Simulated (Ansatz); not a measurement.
# Calculations on Be₁₆HC

## 1. Relaxation

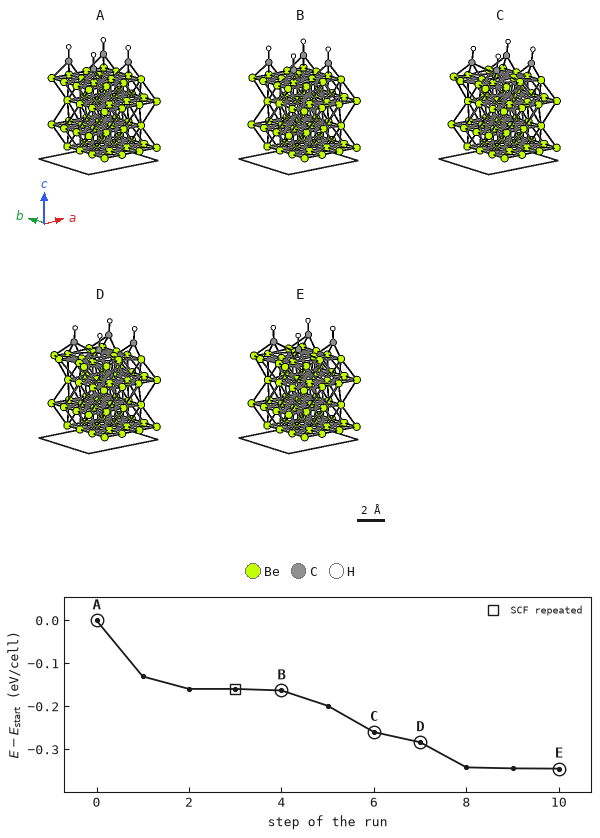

Frames of a constrained relaxation of a slab of composition Be16HC, marked on the history of the run. The picture is a ball-and-stick view of the 2 × 2 repeat of the cell, outlined in the plane, without the vacuum (origin shifted), seen slightly off an axis.

It is CH on Be(0001), set down by a guess. The run prepares the start of a later molecular dynamics calculation, from a guessed geometry. 4 atoms are held fixed.

Method: DFT PBE, scalar-relativistic, plane waves, PAW in Ansatz. Settings: plane-wave cutoff 420 eV; k-point mesh 4 × 4 × 1; occupations fermi dirac; smearing width 0.15 eV; no spin polarisation; atoms relaxed in a fixed cell; force threshold 0.08 eV/Å; at most 25 steps.

Describe the path.

Answer. Over 9 accepted moves (10 points after the start) the energy falls by 0.345 eV per cell of the calculation. The largest force component goes from 1 to 0.036 eV/Å. 1 step only repeated the SCF at the same geometry. The forces were under the threshold at step 2, but the run went on from there. The C atom moves most: 0.45 Å at 72° to the normal (−c side). By element the largest moves are C 0.45 Å, H 0.40 Å, Be 0.37 Å. The lattice vectors keep their values. Among the contacts that change: Be–C 2.817 → 2.004 Å, Be–Be 2.229 → 2.495 Å, Be–Be 2.290 → 2.495 Å, Be–Be 2.290 → 2.085 Å. Bond angles that change, for instance: Be–Be–Be 180.0° → 154.2°, Be–Be–Be 120.0° → 138.5°, Be–Be–Be 120.0° → 138.5°. From step 0 to 4: Be and H atoms move most (0.11 Å), energy −0.163 eV per cell of the calculation. From step 4 to 6: the H atom moves most (0.39 Å), energy −96.7 meV per cell of the calculation. From step 6 to 7: the C atom moves most (0.19 Å), energy −23.7 meV per cell of the calculation. From step 7 to 10: the H atom moves most (0.14 Å), energy −61.3 meV per cell of the calculation.

Limits of the set-up: the periodic images lie only 4.6 Å apart, so the values are limited by the cell's size.

## 2. Dynamics

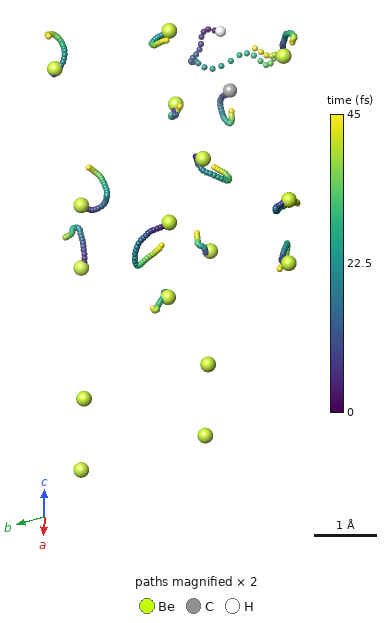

Molecular dynamics of CH on Be(0001) (18 atoms in the cell), 45 fs long. It starts from the last geometry of an earlier run, with fresh velocities. Dots mark each atom's position at evenly spaced times, coloured by time; spheres stand at the starting positions. The excursions are magnified 2 times. Fixed atoms have no trace. Seen from a free direction in the simulation cell, with the vacuum cut short.

These are results of DFT PBE, scalar-relativistic, plane waves, PAW (Ansatz), not measurements. Run with plane-wave cutoff 420 eV; k-point mesh 4 × 4 × 1; Fermi-Dirac smearing 0.15 eV; 4 atoms held fixed; Langevin thermostat (NVT); set temperature 600 K; time step 0.5 fs; friction 0.05 per fs.

> How do the atoms move?

Root-mean-square distances from the starting positions over the second half, with the common drift of all atoms taken out: H 0.44 Å, C 0.29 Å, Be 0.24 Å. The run lasts only 45 fs, too short to tell vibration from diffusion. The mean temperature in the second half is 579 K (standard deviation 116 K). The potential energy in the second half lies on average 38.4 meV per atom above the first frame.

Limits of the set-up: the periodic images lie only 4.6 Å apart, so the values are limited by the cell's size.

The run took 12 min on 1 thread of Intel(R) Xeon(R) Platinum 8175M CPU @ 2.50GHz (Skylake/Cascade Lake) (shared host), peak memory 0.61 GiB.

## 3. Energy conservation

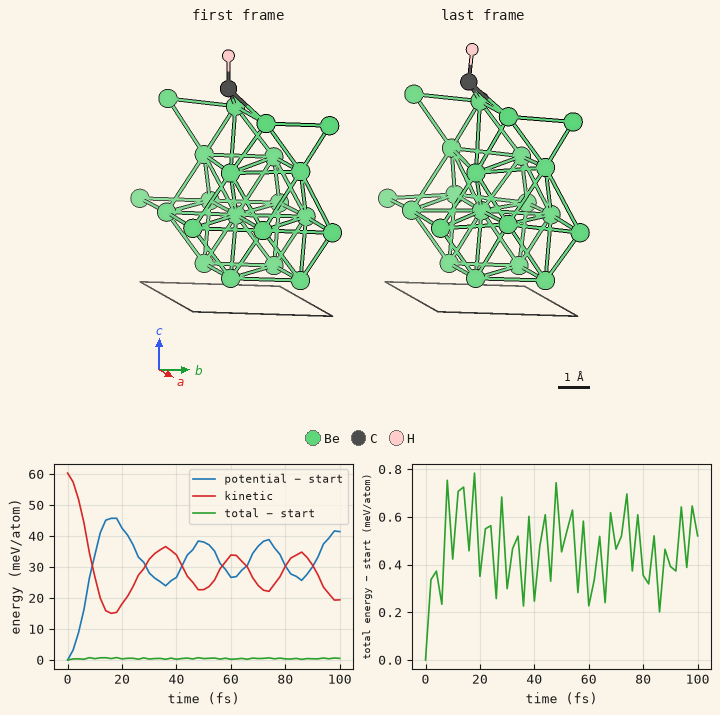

First-principles dynamics of CH on Be(0001) (18 atoms in the cell), 100 fs long. The picture is a ball-and-stick view of the simulation cell, with the vacuum cut short, seen slightly off an axis. Bonds to atoms that aren't drawn are left out.

All numbers below come from Ansatz, DFT PBE, scalar-relativistic, plane waves, PAW. Run with plane-wave cutoff 420 eV; k-point mesh 4 × 4 × 1; Fermi-Dirac smearing 0.15 eV; 4 atoms held fixed; constant energy (NVE); velocities drawn for 600 K; time step 2 fs.

Is this trajectory numerically sound?

Answer. The total energy stays between 0 and 0.78 meV per atom of its start. A straight-line fit has a slope that amounts to +0.016 meV per atom over 100 fs (under 0.1 % of the mean kinetic energy), and the ripple about it is 1.9 % of the kinetic energy's fluctuation. With a drift under 2 % and a ripple under 7 %, the integration is accurate. The time step of 2 fs is long for the fastest vibrations here (lightest element hydrogen). The mean temperature in the second half is 274 K (standard deviation 48 K). The first frame carries almost no forces, so kinetic energy first flows into potential energy: the temperature drops from 600 to 150 K within 16 fs, and without a thermostat its mean stays below the start. The potential energy in the second half lies on average 33.2 meV per atom above the first frame.

Limits of the set-up: the periodic images lie only 4.6 Å apart, so the values are limited by the cell's size.
